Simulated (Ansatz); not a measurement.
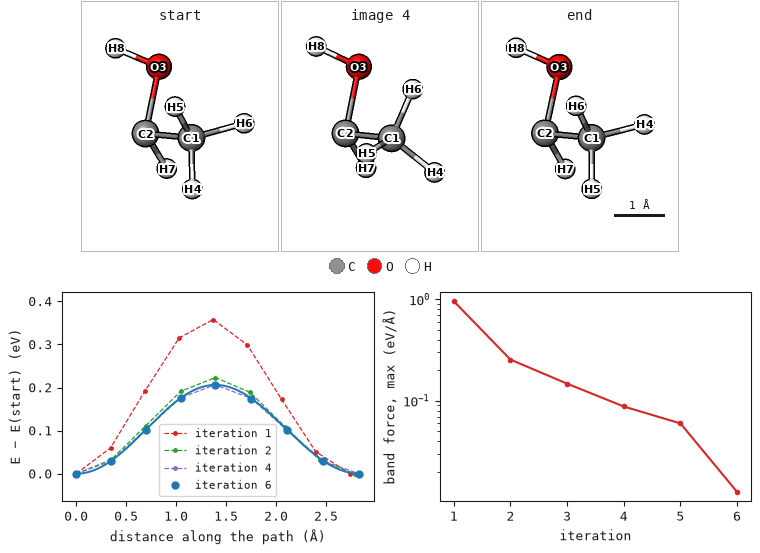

NEB run on C$_{2}$H$_{5}$O (charge −1). Images are numbered from 0 (start) to 8 (end). The plot follows the band through its iterations. The picture is a ball-and-stick view, seen from a free direction.

Computed with Ansatz, RKS PBE0-D4/def2-mTZVP. Settings: 7 movable images; climbing image; force threshold 0.03 eV/Å; iteration limit 60; starting path by image-dependent pair potential.

### Did the band converge, and can the barrier be trusted?

The result is final at these settings. The band converged in 6 iterations. The largest component of the band force went from 0.96 to 0.013 eV/Å. The climbing image converged on the top of the path. Its vibrational analysis gives one imaginary mode (315i cm⁻¹), as a transition state must have. The first iteration put the highest image at 0.358 eV. The two ends have the same energy, and the highest point, image 4, lies 0.206 eV above the start.

Limits of the set-up: the basis has no diffuse functions, which an anion needs.
